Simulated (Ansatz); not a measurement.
Input file:

```
crystal:
  periodic: [false, false, false]
  atoms:
    - {symbol: Sn, position_ang: [0.806939, -4.062781, 0.596301]}
    - {symbol: Sn, position_ang: [-2.627246, 2.628254, -2.574800]}
    - {symbol: Sn, position_ang: [0.925429, -0.926822, -2.706866]}
    - {symbol: Sn, position_ang: [-2.355702, -0.747905, 0.557110]}
    - {symbol: Sn, position_ang: [0.681174, -0.681650, 3.684450]}
    - {symbol: Sn, position_ang: [0.746317, 2.355231, 0.558380]}
    - {symbol: Sn, position_ang: [4.061378, -0.804000, 0.597372]}
    - {symbol: Sn, position_ang: [-4.101380, 0.857421, -0.966219]}
    - {symbol: Sn, position_ang: [-0.789704, -2.438860, -1.064334]}
    - {symbol: Sn, position_ang: [2.381439, -2.381108, 2.217290]}
    - {symbol: Sn, position_ang: [-0.859190, 4.102510, -0.963201]}
    - {symbol: Sn, position_ang: [2.436251, 0.790032, -1.064915]}
    - {symbol: Ge, position_ang: [-0.779739, 0.777803, 2.033705]}
    - {symbol: H, position_ang: [1.813857, -5.108515, -0.359137]}
    - {symbol: H, position_ang: [-0.194460, -5.075764, 1.590790]}
    - {symbol: H, position_ang: [-3.679977, 3.680832, -3.471346]}
    - {symbol: H, position_ang: [-1.705105, 1.709860, -3.723835]}
    - {symbol: H, position_ang: [1.998378, -1.998545, -3.557535]}
    - {symbol: H, position_ang: [0.032501, -0.034248, -3.899020]}
    - {symbol: H, position_ang: [-3.286048, -1.747012, 1.642806]}
    - {symbol: H, position_ang: [-0.366121, -1.616149, 4.709155]}
    - {symbol: H, position_ang: [1.615929, 0.367643, 4.706893]}
    - {symbol: H, position_ang: [1.745895, 3.283483, 1.645409]}
    - {symbol: H, position_ang: [5.110177, -1.809329, -0.356437]}
    - {symbol: H, position_ang: [5.070853, 0.200147, 1.592657]}
    - {symbol: H, position_ang: [-5.145165, -0.137395, -1.935328]}
    - {symbol: H, position_ang: [-5.112260, 1.778850, 0.104667]}
    - {symbol: H, position_ang: [-1.837752, -3.425283, -2.047107]}
    - {symbol: H, position_ang: [3.338377, -3.337623, 3.315355]}
    - {symbol: H, position_ang: [0.135923, 5.147307, -1.931109]}
    - {symbol: H, position_ang: [-1.780864, 5.111936, 0.108725]}
    - {symbol: H, position_ang: [3.422179, 1.838154, -2.048096]}
    - {symbol: H, position_ang: [-1.704781, 1.702027, 2.896718]}
basis:
  gaussian: {orbitals: def2-TZVP, fitting: {mean_field: def2-universal-jkfit}, initial_orbitals: start.molden}
hamiltonian: {xc: pbe0, dispersion: d4}
scf: {omitted_lower_state_checks: [starts]}
output: {forces: true, orbitals: {seedname: orbitals}}
```

Command:

```sh
ansatz run in.yaml --threads 2 --pin off --events-out ev --progress --plain --max-ram 32768MiB --backend cuda --devices 0, --max-vram 18GiB
```

Geometry: PBE-D4/def2-SVP; core potentials replace the inner electrons of Sn.

Level of theory: Ansatz, RKS PBE0-D4/def2-TZVP.

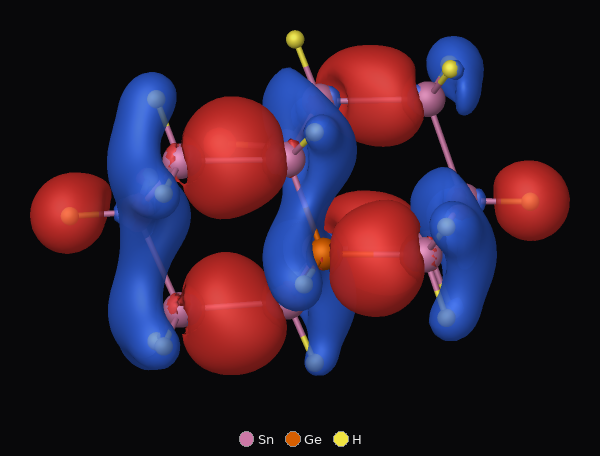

GeH20Sn12. One frontier orbital at ±0.04 Å⁻³ᐟ² (red and blue are the two phases), seen at a tilt.

**Which orbital is it: HOMO or LUMO?**

The HOMO, at −6.85 eV. By Hirshfeld shares it lies mainly on Sn8 (about 10 %), Sn11 (about 10 %), Sn6 (about 10 %), Sn4 (about 10 %), Sn5 (about 10 %) and Ge13 (about 10 %).
